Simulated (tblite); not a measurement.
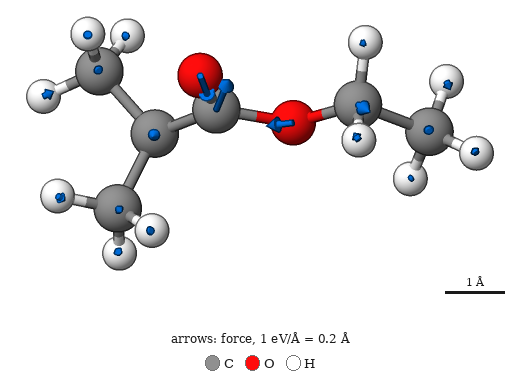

Starting geometry of C$_{6}$H$_{11}$O$_{2}$ (multiplicity 2) with the computed forces as blue arrows. A ball-and-stick model, seen at a tilt.

Level of theory: GFN2-xTB geometry optimisation, gas phase (tblite 0.8.0). 

Question: Is this structure relaxed? If not, where do the atoms go?

Answer: It isn't relaxed: the largest force vector, on a C atom, is 5.20 eV/Å. The final displacements have little in common with the starting forces (cosine between the two patterns 0.29). An O atom moves most after the best rigid fit: 2.00 Å. Largest moves by element: O 2.00 Å, H 1.00 Å, C 0.48 Å. Near-neighbour distances that change, for instance: C–O 1.294 → 1.223 Å, C–C 1.480 → 1.434 Å, C–O 1.385 → 1.421 Å, C–H 1.124 → 1.093 Å. Bond angles that change, for instance: C–C–C 110.3° → 122.1°, C–O–C 127.5° → 116.3°, H–C–H 113.7° → 106.9°. Groups turn about C–O by about 95°, C–C by about 30°. The energy falls by 34.7 kcal/mol in 192 geometry steps. Cost: 0.95 s on 1 thread of Arm Neoverse V2, with other jobs on the host.
